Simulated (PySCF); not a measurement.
## Electronic structure of C4H10N2OSi2 in real space

```xyz
19

C     3.2559   -1.0922   -0.3464
C     1.8616   -0.5737   -0.3102
C     0.6944   -1.2210    0.1906
C    -0.2942   -0.2945   -0.0277
N    -1.6454   -0.2518    0.2070
Si   -2.5239    1.2251   -0.2689
Si   -2.3849   -1.6598    0.9817
O     0.2366    0.7915   -0.5995
N     1.5926    0.6193   -0.7792
H     3.6135   -1.3264    0.6677
H     3.9202   -0.3402   -0.7913
H     3.3157   -2.0153   -0.9426
H     0.6119   -2.2085    0.6354
H    -2.4150    1.4569   -1.7354
H    -2.0174    2.4093    0.4783
H    -3.9413    0.9576    0.1021
H    -1.7727   -1.8839    2.3247
H    -3.8383   -1.3746    1.1069
H    -2.1544   -2.8760    0.1474
```

Geometry: PBE0-D3(BJ)/def2-SVP.

Method: PySCF 2.14.0, CAM-B3LYP/def2-SVPD, SCF density, gas phase.

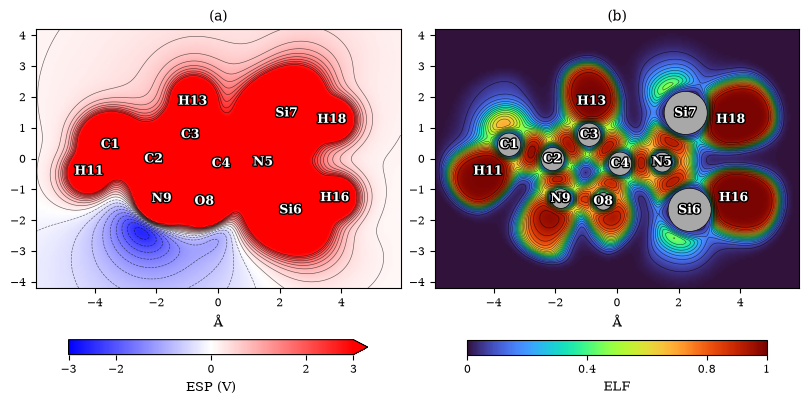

Figure 1. (a) molecular electrostatic potential; (b) electron localisation function on the plane of atoms C2, C3 and C4. Grey discs cover the atomic cores in the ELF map.

> Read the bonding off the picture.

- The plane passes through C, N, Si, O and H nuclei.
- C–N (1.31 Å): the ELF peaks at about 0.95 between the atoms: a covalent bond.
- C–O (1.34 Å): the ELF peaks at about 0.90 between the atoms; a shared but strongly polarised pair.
- C–C (1.37 Å): the ELF peaks at about 0.95 between the atoms (localised, covalent bonding).
- N–O (1.38 Å): the ELF peaks at about 0.85 between the atoms: a covalent bond.
- Si–N (1.77 Å): the ELF peaks at about 0.90 between the atoms, as expected for a shared but strongly polarised pair.
- The ELF also peaks beside N9 and O8, away from the bonds: lone-pair regions.
- Outside the dense part of the molecule the potential is most negative (−2.6 V) near N9.

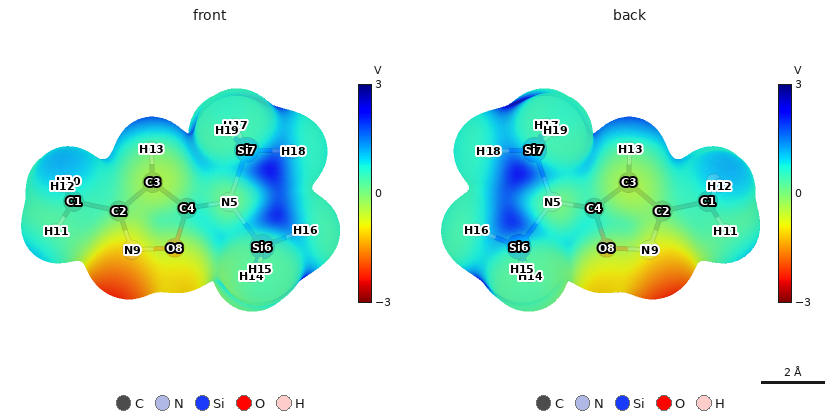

Figure 2. The molecular electrostatic potential painted on the density surface at 0.004 e/bohr³, seen from the front and from behind; the colour scale runs from red (negative) to blue (positive).

> Describe the electrostatic potential map.

The most negative region (about −2.2 V) lies over N9, the most positive (about +2.5 V) over Si6 and Si7. N9 is the likeliest acceptor of a hydrogen bond.
